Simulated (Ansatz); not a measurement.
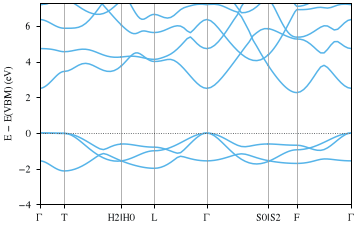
Figure. Band structure from the program Ansatz at the r²SCAN level (PAW)

**Question.** Read off the gap and where the band edges lie.

**Answer.** About 2.3 eV (2.27 eV by a search for the band edges); maximum at Γ, minimum at F.

**Question.** Pick the material that matches.
A) SrHfN2, R-3m (Sr on 3a, Hf on 3b, N on 6c)
B) Li4NCl, R-3m (Li on 6c, Li on 6c, N on 3a, Cl on 3b)
C) LiNbO3, R3c (Li on 6a, Nb on 6a, O on 18b)
D) CrN, R-3m (Cr on 3a, N on 3b)

**Answer.** B, Li4NCl, R-3m (Li on 6c, Li on 6c, N on 3a, Cl on 3b)

The workflow started from a Materials Project entry (that database holds measured and hypothetical structures alike); the Crystallography Open Database copy checked does not list it. Whether it is the stable phase at ambient conditions was not checked. Symmetry was held in the r²SCAN relaxation; its stability against distortions is not shown here.

Potentials: the later of the program's two PAW sets.
